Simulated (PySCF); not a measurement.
# [Eu(H2O)4]3+: forces at shaken geometries

How stiff is [Eu(H2O)4]3+? Its atoms are displaced at random by several amounts. The structure is generated, not taken from experiment.

Program: PySCF 2.14.0. Level of theory: r2SCAN, Eu lcecp-1-SVP with ECP52, O def2-SVP, H def2-SVP; scalar-relativistic core potentials, no spin–orbit coupling. These are calculated values, not measurements.

3 further runs of the same task are left out: 2 for a known fault of the program, 1 set aside as unsound or not needed.

## Step 1: The starting structure

13 atoms, charge 3, spin multiplicity 1.

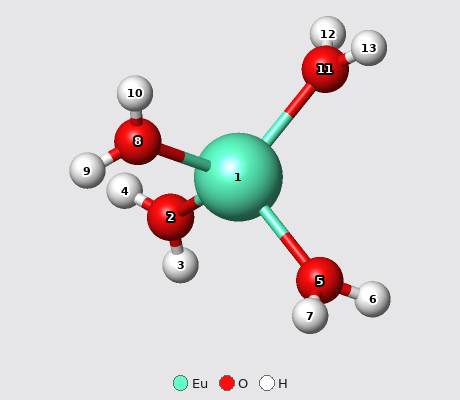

The structure; europium green, oxygen red, hydrogen white; atoms are numbered from 1 in the order of the file.

Geometry (Å):

```xyz
13
charge 3, multiplicity 1
Eu    0.0000    0.0000    0.0000
O     1.4083    1.2802    1.3464
H     1.3497    1.4448    2.3169
H     2.2144    1.7841    1.0833
O    -1.4083   -1.3464    1.2802
H    -2.2145   -1.0833    1.7841
H    -1.3496   -2.3169    1.4449
O     1.4083   -1.2802   -1.3464
H     2.2144   -1.7841   -1.0833
H     1.3497   -1.4448   -2.3169
O    -1.4083    1.3464   -1.2802
H    -1.3496    2.3169   -1.4449
H    -2.2145    1.0833   -1.7841
```

Formal oxidation states: Eu +3. Each metal's 6 4f electrons lie in its core potential, so multiplicities, spins and levels count the valence alone. An earlier session relaxed this geometry at r2SCAN, Eu lcecp-1-SVP with ECP52, O def2-SVP, H def2-SVP (singlet, point group S4).

Its energy there is -339.693220 Eh.

## Step 2: Atoms moved at random, σ = 0.06 Å

Input file run.py (the lines that set the calculation):

```python
mol = gto.M(atom='''
Eu    -0.03629     0.04848    -0.07171
O      1.31403     1.24064     1.38930
H      1.40550     1.50924     2.28021
H      2.25551     1.70656     1.03925
O     -1.34063    -1.39898     1.27476
H     -2.18492    -1.10630     1.75031
H     -1.35512    -2.34358     1.50028
O      1.40709    -1.24525    -1.39597
H      2.26432    -1.86743    -1.12313
H      1.34913    -1.40121    -2.21154
O     -1.36791     1.40996    -1.35119
H     -1.45147     2.33717    -1.34026
H     -2.25924     1.11070    -1.74030''',
    basis={'Eu': 'lcecp-1-SVP', 'O': 'def2-SVP', 'H': 'def2-SVP'},
    ecp={'Eu': 'lcecp-1-SVP'},
    charge=3, spin=0)
mf = dft.RKS(mol, xc='R2SCAN')
mf.grids.atom_grid = (50, 194)  # f atoms: unpruned, at least (60, 302)
mf = mf.density_fit()  # fitting sets: Eu AutoAux, O def2-universal-JKFIT, H def2-universal-JKFIT
mf.conv_tol = 1e-08; mf.max_cycle = 55
mf.kernel(dm0)  # dm0: the density of the relaxed state
```

Launch:

```sh
OMP_NUM_THREADS=2 python run.py
```

## Step 3: Atoms moved at random, σ = 0.06 Å

Input file run.py (the lines that set the calculation):

```python
mol = gto.M(atom='''
Eu     0.01969     0.02311    -0.04887
O      1.41752     1.30364     1.48466
H      1.37551     1.44289     2.31701
H      2.20157     1.85466     1.15013
O     -1.34269    -1.32261     1.27139
H     -2.16554    -1.13688     1.79286
H     -1.35083    -2.26149     1.38899
O      1.31197    -1.39249    -1.35615
H      2.23789    -1.85818    -1.06667
H      1.36939    -1.39991    -2.34752
O     -1.43252     1.37150    -1.34381
H     -1.35489     2.36967    -1.47488
H     -2.28706     1.00610    -1.76716''',
    basis={'Eu': 'lcecp-1-SVP', 'O': 'def2-SVP', 'H': 'def2-SVP'},
    ecp={'Eu': 'lcecp-1-SVP'},
    charge=3, spin=0)
mf = dft.RKS(mol, xc='R2SCAN')
mf.grids.atom_grid = (50, 194)  # f atoms: unpruned, at least (60, 302)
mf = mf.density_fit()  # fitting sets: Eu AutoAux, O def2-universal-JKFIT, H def2-universal-JKFIT
mf.conv_tol = 1e-08; mf.max_cycle = 55
mf.kernel(dm0)  # dm0: the density of the relaxed state
```

## Step 4: Atoms moved at random, σ = 0.1 Å

Input file run.py (the lines that set the calculation):

```python
mol = gto.M(atom='''
Eu     0.11799     0.00040     0.02320
O      1.44511     1.27247     1.48495
H      1.28624     1.55756     2.42522
H      2.17917     1.70165     1.17243
O     -1.22099    -1.18575     1.39433
H     -1.98803    -1.16099     1.55511
H     -1.47393    -2.34860     1.40685
O      1.37660    -1.43358    -1.32226
H      2.11193    -1.73202    -1.22192
H      1.33064    -1.51758    -2.39286
O     -1.51523     1.50869    -1.18196
H     -1.26411     2.28234    -1.48331
H     -2.38539     1.05539    -1.85977''',
    basis={'Eu': 'lcecp-1-SVP', 'O': 'def2-SVP', 'H': 'def2-SVP'},
    ecp={'Eu': 'lcecp-1-SVP'},
    charge=3, spin=0)
mf = dft.RKS(mol, xc='R2SCAN')
mf.grids.atom_grid = (50, 194)  # f atoms: unpruned, at least (60, 302)
mf = mf.density_fit()  # fitting sets: Eu AutoAux, O def2-universal-JKFIT, H def2-universal-JKFIT
mf.conv_tol = 1e-08; mf.max_cycle = 55
mf.kernel(dm0)  # dm0: the density of the relaxed state
```

What does the calculation give? Wanted: for each run, σ; energy rise; harmonic estimate −½ F·u; largest force component.

As calculated:

| σ (Å) | energy rise (eV) | harmonic estimate −½ F·u (eV) | largest force component (eV/Å) |
| --- | --- | --- | --- |
| 0.06 | 1.611 | 1.672 | 12.82 |
| 0.06 | 1.093 | 1.201 | 11.69 |
| 0.1 | 5.691 | 5.182 | 19.35 |

Every displacement raises the energy. For a harmonic well the rise equals −½ F·u; the two differ by at most 10 % here (a move with σ = 0.06 Å), from anharmonicity, the grid and the small forces left at the relaxed point. These are double-zeta-type bases without diffuse functions. Spin–orbit coupling is left out.
